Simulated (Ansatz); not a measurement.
# C₃H₁₀AlN: how energies converge with the basis set

Aim: see how fast density functionals converge with the basis set for C₃H₁₀AlN.

Method: one geometry, several basis sets; program: Ansatz 0.2.0, Gaussian basis.

Levels to be run: PBE0-D4/def2-SVP; ωB97M-V/def2-SVP; PBE0-D4/def2-QZVPP; ωB97M-V/def2-QZVPP; the functionals' def2-TZVPP values are taken from earlier runs.

## 1. The relaxed structure

All runs share one geometry, relaxed beforehand with PBE0-D4 in a triple-zeta def2 set.

SMILES `CC(C)[NH][AlH2]`, 15 atoms, charge 0, spin multiplicity 1.

Atoms are counted from 1 here; the program's logs count them from 0.

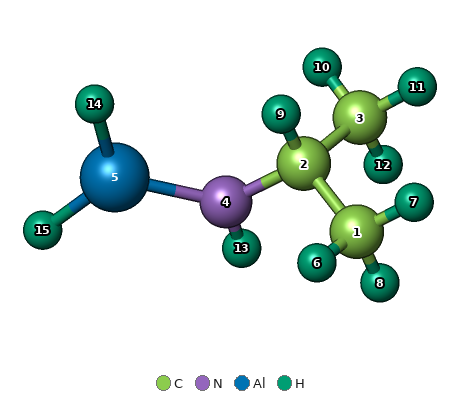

The geometry (carbon green, nitrogen purple, aluminium blue, hydrogen teal); atoms are numbered from 1 in the order of the file.

## 2. PBE0-D4 in def2-SVP

The input, in.yaml:

```yaml
crystal:
  periodic: [false, false, false]
  atoms:
    - {symbol: C, position_ang: [-0.394127, -1.431825, -0.824475]}
    - {symbol: C, position_ang: [0.281770, -0.313032, -0.043440]}
    - {symbol: C, position_ang: [1.462763, 0.256571, -0.817541]}
    - {symbol: N, position_ang: [-0.664847, 0.726667, 0.321099]}
    - {symbol: Al, position_ang: [-1.158312, 1.255561, 1.933783]}
    - {symbol: H, position_ang: [-1.217620, -1.861051, -0.250523]}
    - {symbol: H, position_ang: [0.312188, -2.229449, -1.069275]}
    - {symbol: H, position_ang: [-0.802759, -1.047003, -1.764700]}
    - {symbol: H, position_ang: [0.663794, -0.737050, 0.893685]}
    - {symbol: H, position_ang: [1.965533, 1.033898, -0.238947]}
    - {symbol: H, position_ang: [2.190982, -0.521291, -1.061725]}
    - {symbol: H, position_ang: [1.122374, 0.702721, -1.757865]}
    - {symbol: H, position_ang: [-1.060047, 1.168264, -0.499203]}
    - {symbol: H, position_ang: [-0.501710, 0.521059, 3.174945]}
    - {symbol: H, position_ang: [-2.221785, 2.425262, 2.033681]}
basis:
  gaussian: {orbitals: def2-SVP}
hamiltonian: {xc: pbe0, dispersion: d4}
output: {orbitals: {seedname: orbitals}}
```

Run with:

```sh
> ansatz run in.yaml --threads 4 --pin off --events-out ev --progress --plain --max-ram 10444MiB
```

The log of the run:

```text
Functional definition: PBE0
  name "PBE0"
  cite "Adamo & Barone, J. Chem. Phys. 110, 6158 (1999) doi:10.1063/1.478522"
  cite "Perdew, Burke & Ernzerhof, Phys. Rev. Lett. 77, 3865 (1996) doi:10.1103/PhysRevLett.77.3865"
  parent pbe
  parameter a = 0.25
  parameter kappa = 0.804
  parameter beta = 0.06672455060314922
  exchange = (1 - a)*pbe_x(kappa = kappa, mu = beta*pi^2/3) + a*exact_x
  correlation = pbe_c(beta = beta)
1452 factors; their error is unknown
mean field evaluation 1: about -11337.4898 eV, gradient 6.4e1 eV
mean field evaluation 2: about -11317.2444 eV, gradient 1.0e2 eV
mean field evaluation 4: about -11347.1431 eV, gradient 5.2e0 eV
mean field evaluation 8: about -11347.2924 eV, gradient 3.2e-1 eV
mean field evaluation 16: about -11347.2926 eV, gradient 3.6e-5 eV
mean field -11347.29259576 eV, -417.0053114231 hartree, gradient 3.6e-5 eV, S^2 0.000000; 0 other end points of the search recorded, 0 dependent functions left out
reference -11347.29262887 eV, -417.0053126396 hartree; 24, 24 occupied and 100, 100 virtual orbitals, 1452 factors
Total energy: -11347.54439140 eV, -417.0145647419 hartree
```

Wall time 1.4 s (4 threads of Arm Neoverse V1, shared host); peak memory 0.29 GiB.

## 3. ωB97M-V in def2-SVP

in.yaml: that of step 2 with these lines changed.

```diff
@@ -20,3 +20,3 @@
   gaussian: {orbitals: def2-SVP}
-hamiltonian: {xc: pbe0, dispersion: d4}
+hamiltonian: {xc: {name: wB97M-V}}
 output: {orbitals: {seedname: orbitals}}
```

Launched as before.

The log of the run, shortened:

```text
Functional definition: wB97M-V
  name "wB97M-V"
  cite "Mardirossian & Head-Gordon, J. Chem. Phys. 144, 214110 (2016) doi:10.1063/1.4952647"
  cite "Becke, J. Chem. Phys. 107, 8554 (1997) doi:10.1063/1.475007"
  cite "Vydrov & Van Voorhis, J. Chem. Phys. 133, 244103 (2010) doi:10.1063/1.3521275"
  # Of w^i u^j: cxij and so on, Table III.
[...]
  gx(w, u) = 1 - cx + cx01*u + cx10*w
  gss(w, u) = css00 + css04*u^4 + css10*w + css20*w^2 + css43*w^4*u^3
  gos(w, u) = cos00 + cos10*w + (cos20 + cos21*u)*w^2 + (cos60 + cos61*u)*w^6
[...]
      + integral(e_c_pw_mod_opposite_spin*gos(b97_w_opposite, b97_u_opposite)) + vv10(b, c)
1433 factors; their error is unknown
384 factors; integrals over basis functions are off by at most 1.0e-5 eV
[...]
mean field -11352.83722520 eV, -417.2090727966 hartree, gradient 6.4e-6 eV, S^2 0.000000; 0 other end points of the search recorded, 0 dependent functions left out
reference -11352.83727928 eV, -417.2090747839 hartree; 24, 24 occupied and 100, 100 virtual orbitals, 1433 factors
Total energy: -11352.83727928 eV, -417.2090747839 hartree
```

Run time: 5.5 s. Hardware: 4 threads of Arm Neoverse V1, shared host; peak memory 0.41 GiB.

## 4. PBE0-D4 in def2-QZVPP

in.yaml: that of step 3 with these lines changed.

```diff
@@ -19,4 +19,4 @@
 basis:
-  gaussian: {orbitals: def2-SVP}
-hamiltonian: {xc: {name: wB97M-V}}
+  gaussian: {orbitals: "def2-QZVPP.json"}
+hamiltonian: {xc: pbe0, dispersion: d4}
 output: {orbitals: {seedname: orbitals}}
```

Launched as before.

The log of the run:

```text
Functional definition: PBE0
  name "PBE0"
  cite "Adamo & Barone, J. Chem. Phys. 110, 6158 (1999) doi:10.1063/1.478522"
  cite "Perdew, Burke & Ernzerhof, Phys. Rev. Lett. 77, 3865 (1996) doi:10.1103/PhysRevLett.77.3865"
  parent pbe
  parameter a = 0.25
  parameter kappa = 0.804
  parameter beta = 0.06672455060314922
  exchange = (1 - a)*pbe_x(kappa = kappa, mu = beta*pi^2/3) + a*exact_x
  correlation = pbe_c(beta = beta)
1733 factors; their error is unknown
mean field evaluation 1: about -11340.8863 eV, gradient 8.1e1 eV
mean field evaluation 2: about -11305.4884 eV, gradient 1.3e2 eV
mean field evaluation 4: about -11355.1591 eV, gradient 9.0e0 eV
mean field evaluation 8: about -11355.3400 eV, gradient 2.5e-1 eV
mean field evaluation 16: about -11355.3426 eV, gradient 5.0e-5 eV
mean field -11355.34262503 eV, -417.3011445422 hartree, gradient 5.0e-5 eV, S^2 0.000000; 0 other end points of the search recorded, 0 dependent functions left out
reference -11355.34267775 eV, -417.3011464797 hartree; 24, 24 occupied and 574, 574 virtual orbitals, 1733 factors
Total energy: -11355.59444028 eV, -417.3103985820 hartree
```

Run time: 12 s. Hardware: 4 threads of Arm Neoverse V1, shared host; peak memory 2.5 GiB.

## 5. ωB97M-V in def2-QZVPP

in.yaml: that of step 4 with these lines changed.

```diff
@@ -20,3 +20,3 @@
   gaussian: {orbitals: "def2-QZVPP.json"}
-hamiltonian: {xc: pbe0, dispersion: d4}
+hamiltonian: {xc: {name: wB97M-V}}
 output: {orbitals: {seedname: orbitals}}
```

The command is unchanged.

The log of the run, shortened:

```text
Functional definition: wB97M-V
  name "wB97M-V"
  cite "Mardirossian & Head-Gordon, J. Chem. Phys. 144, 214110 (2016) doi:10.1063/1.4952647"
  cite "Becke, J. Chem. Phys. 107, 8554 (1997) doi:10.1063/1.475007"
  cite "Vydrov & Van Voorhis, J. Chem. Phys. 133, 244103 (2010) doi:10.1063/1.3521275"
  # Of w^i u^j: cxij and so on, Table III.
[...]
  gx(w, u) = 1 - cx + cx01*u + cx10*w
  gss(w, u) = css00 + css04*u^4 + css10*w + css20*w^2 + css43*w^4*u^3
  gos(w, u) = cos00 + cos10*w + (cos20 + cos21*u)*w^2 + (cos60 + cos61*u)*w^6
[...]
      + integral(e_c_pw_mod_opposite_spin*gos(b97_w_opposite, b97_u_opposite)) + vv10(b, c)
1690 factors; their error is unknown
506 factors; integrals over basis functions are off by at most 1.2e-5 eV
[...]
mean field -11361.19053026 eV, -417.5160510954 hartree, gradient 3.3e-5 eV, S^2 0.000000; 0 other end points of the search recorded, 0 dependent functions left out
reference -11361.19061498 eV, -417.5160542088 hartree; 24, 24 occupied and 574, 574 virtual orbitals, 1690 factors
Total energy: -11361.19061498 eV, -417.5160542088 hartree
```

It took 28 s on 4 threads of Arm Neoverse V1, shared host; peak memory 2.9 GiB.

## 6. Functionals by basis

The def2-TZVPP values come from earlier runs at the same geometry.

```csv
functional,basis,functions,energy (eV),from the largest (eV),HOMO (eV),LUMO (eV)
PBE0-D4,def2-SVP,124,-11347.5444,8.050,-6.84,-0.52
PBE0-D4,def2-TZVPP,306,-11355.1069,0.488,-6.90,-0.67
PBE0-D4,def2-QZVPP,598,-11355.5944,0.000,-6.91,-0.76
ωB97M-V,def2-SVP,124,-11352.8373,8.353,-9.13,1.19
ωB97M-V,def2-TZVPP,306,-11360.7141,0.477,-9.23,0.91
ωB97M-V,def2-QZVPP,598,-11361.1906,0.000,-9.24,0.58
```

## 7. Outcome

| quantity | value |
| --- | --- |
| PBE0-D4: double and triple zeta above quadruple | 8.05, 0.49 eV |
| ωB97M-V: double and triple zeta above quadruple | 8.35, 0.48 eV |

What this shows: For PBE0-D4 the step from double to triple zeta gains 7.56 eV and the next only 0.49 eV. Total energies overstate the basis error of differences, where much of it tends to cancel. The LUMO of ωB97M-V is positive and keeps falling with the basis (1.19 to 0.58 eV): an unbound level that the basis holds in place.

For PBE0-D4 the largest set took about 9 times as long as the smallest (12 s against 1.4 s).
